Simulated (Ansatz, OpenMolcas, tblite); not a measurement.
**C2H3BFN (SMILES FB1C=NC1): the HOMO–LUMO gap, rung by rung**

C2H3BFN: 8 atoms, total charge 0, spin state singlet. SMILES: `FB1C=NC1`. Geometry: relaxed at PBE0-D4/def2-TZVP.

Quantity: the HOMO–LUMO gap, in eV. The values are calculated.

```json
{"level": "GFN1-xTB", "kind": "semi-empirical", "program": "tblite", "value (eV)": "3.08", "CPU time": "under 2 s"}
{"level": "HF/def2-SVP", "kind": "Hartree–Fock", "program": "OpenMolcas", "value (eV)": "13.56", "CPU time": "13 s"}
{"level": "SVWN5/def2-SVP", "kind": "LDA", "program": "OpenMolcas", "value (eV)": "3.08", "CPU time": "33 s"}
{"level": "PBE/def2-SVP", "kind": "GGA", "program": "OpenMolcas", "value (eV)": "3.23", "CPU time": "48 s"}
{"level": "M06-L/def2-SVP", "kind": "meta-GGA", "program": "OpenMolcas", "value (eV)": "3.79", "CPU time": "52 s"}
{"level": "B3LYP/def2-SVP", "kind": "global hybrid", "program": "Ansatz", "value (eV)": "5.34", "CPU time": "5.6 s"}
{"level": "wB97M-V/def2-SVP", "kind": "range-separated hybrid", "program": "Ansatz", "value (eV)": "10.48", "CPU time": "57 s"}
{"level": "PBE-QIDH/def2-SVP", "kind": "double hybrid", "program": "Ansatz", "value (eV)": "10.44", "CPU time": "8.7 s"}
```

The values span 3.08 to 13.56 eV. Orbital gaps aren't excitation energies, and those of double hybrids come from the SCF part alone; they tend to grow with the share of exact exchange. Times are those of the runs behind each value, whatever else they computed, on shared processors of several kinds: orders of magnitude only.

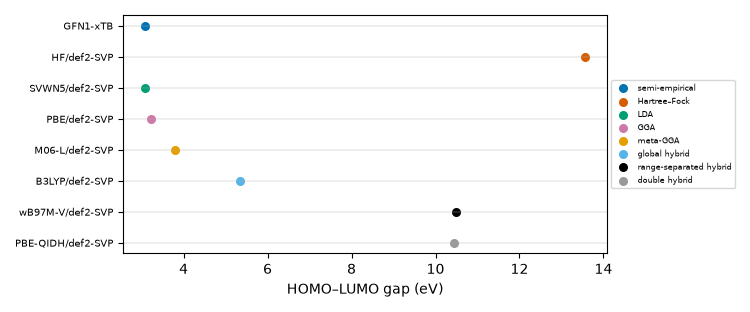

The values of the table, level by level.
